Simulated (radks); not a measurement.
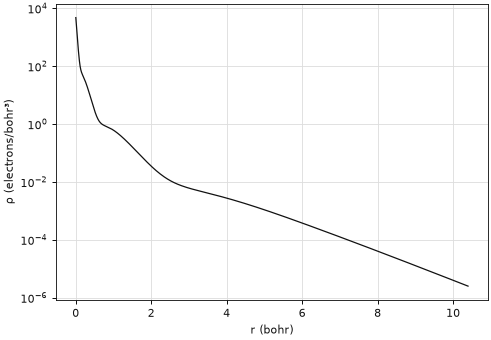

System: the neutral calcium atom, configuration [Ar] 4s2. Level of theory: non-relativistic Kohn-Sham, PBE, spin-unpolarised, spherical densities, point nucleus. Computed with the in-house radial solver radks.

The plot shows the electron density ρ(r) on a logarithmic scale.

What does the plot show?

The density falls from 4800 electrons/bohr³ at the inner end (r = 0.0025 bohr) to 0.001 at r = 5.09 bohr, a common measure of the size of an atom or ion. The highest occupied orbital, 4s (⟨r⟩ = 4.04 bohr, −3.75 eV), is also the most diffuse and sets the fall-off far out: over the last part drawn ln ρ falls by 1.2 per bohr, against 2√(−2ε) = 1.1 for the pure exponential. At the nucleus d ln ρ/dr is −40 per bohr, near the cusp value −2Z = −40. The steps in the slope mark the shells; the radial density has its minima at 0.12 and 0.66 bohr.
